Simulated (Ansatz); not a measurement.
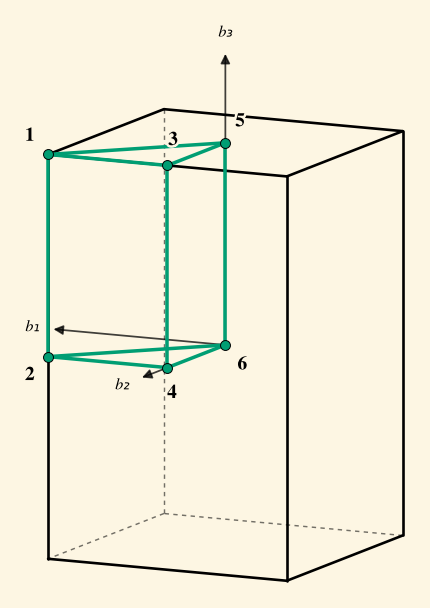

For TiO2, the input geometry of an electronic-structure calculation (not necessarily at equilibrium): the first Brillouin zone of a primitive tetragonal lattice (tP; extended symbol tP1) is drawn with its special points numbered. Symmetry computed with spglib at a tolerance of 0.002 Å; standard conventional cell.

a = 4.603 Å, b = 4.603 Å, c = 2.966 Å, α = 90.00°, β = 90.00°, γ = 90.00°.

Labels and path follow the convention of Hinuma et al. (2017), as computed by seekpath; the arrows show the directions of the reciprocal primitive vectors b₁, b₂, b₃, in which coordinates are given.

Question: Which special point is each number?

Answer:
| no. | label | coordinates |
| --- | --- | --- |
| 1 | A | (1/2, 1/2, 1/2) |
| 2 | M | (1/2, 1/2, 0) |
| 3 | R | (0, 1/2, 1/2) |
| 4 | X | (0, 1/2, 0) |
| 5 | Z | (0, 0, 1/2) |
| 6 | Γ | (0, 0, 0) |
